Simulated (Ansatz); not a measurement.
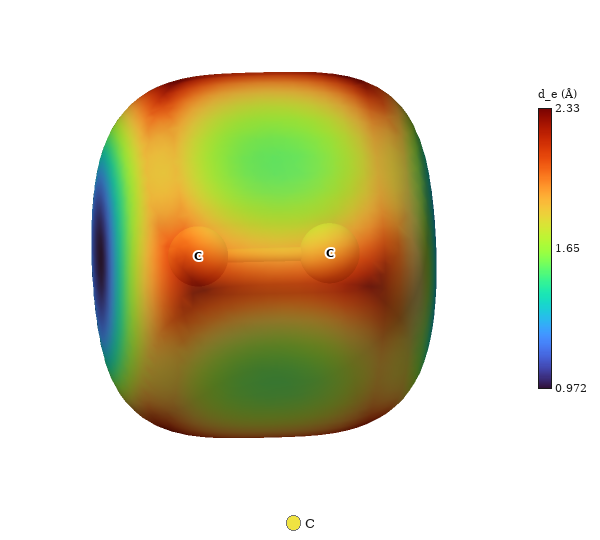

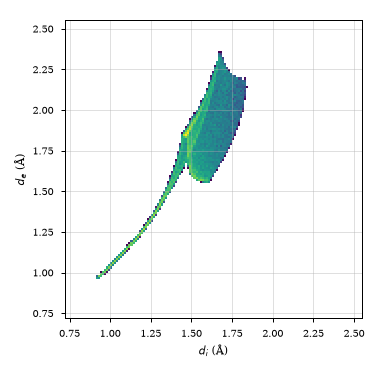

Hirshfeld surface computed for one C2 unit (covalently bonded non-metal atoms) in ZnC2 (I4/mmm, No. 139), coloured by d_e. The second picture is its fingerprint plot, coloured by area on a logarithmic scale (dark little, yellow much).

The surface is where the fragment's share of the procrystal density (the sum of the densities of spherically averaged neutral Hartree-Fock atoms) equals one half. d_i and d_e are the distances from the surface to the nearest nucleus inside and outside.

Source of the atomic positions: the end point of a relaxation with DFT PBE, scalar-relativistic, plane waves, PAW (Ansatz 0.2.0); the starting structure was generated, so it need not be a known form of this composition.

```
CELL_PARAMETERS angstrom
4.29687 0.00000 0.00000
0.00000 4.29687 0.00000
0.00000 0.00000 5.02674
ATOMIC_POSITIONS crystal
Zn 0.00000 0.00000 0.00000
C 0.00000 0.00000 0.62330
C 0.00000 0.00000 0.37670
Zn 0.50000 0.50000 0.50000
C 0.50000 0.50000 0.12330
C 0.50000 0.50000 0.87670
```

### What is the shortest distance from the fragment to an atom outside it?

C–Zn, 1.89 Å.

### How is the surface shared among contacts (nearest atom inside ··· nearest atom outside)?

C···Zn 91 %, C···C 9.1 %. The surface faces 6 neighbours with more than 2 % of its area each: 6 Zn.

### Give the size and shape of the surface.

It encloses about 21.4 Å³, has an area of about 39 Å² and a globularity of 0.97 (1 for a sphere).

### Where does the fingerprint reach closest to the origin?

The smallest d_i + d_e is about 1.9 Å, which belongs to the shortest contact, C···Zn at 1.89 Å; d_e runs from 0.97 to 2.33 Å.
